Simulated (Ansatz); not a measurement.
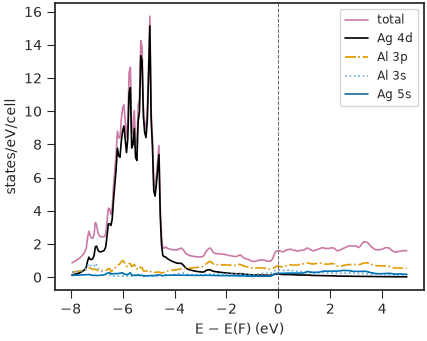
Total and projected density of states of AlAg in space group Cmcm (No. 63; Ag on 4c, Al on 4c), DFT-PBE in the program Ansatz with PAW potentials

Q: Which orbitals carry the states next to the Fermi level?

A: Within 0.5 eV of the Fermi level: Al 3p 44 %, Al 3s 26 %, Ag 5s 13 %, Ag 4d 11 %, outside the projected shells 6 %. Projections are on Löwdin-orthogonalised atomic valence shells; empty p or d shells of many metals are not among them.

Q: Where is the tallest occupied peak in this window, and what makes it?

A: Near -4.9 eV, about 16 states/eV per cell; the largest projected share is Ag 4d.

The start of the workflow was typed in or built on a structure type; neither database checked (COD, Materials Project) lists it. Its standing as an ambient phase is unchecked. The PBE relaxation kept the symmetry of its start; whether a distortion lowers the energy is not shown. The run is not spin-polarised. Scalar-relativistic: spin–orbit coupling is off unless named, which matters more the heavier the elements.

Potentials: the later of the program's two PAW sets.
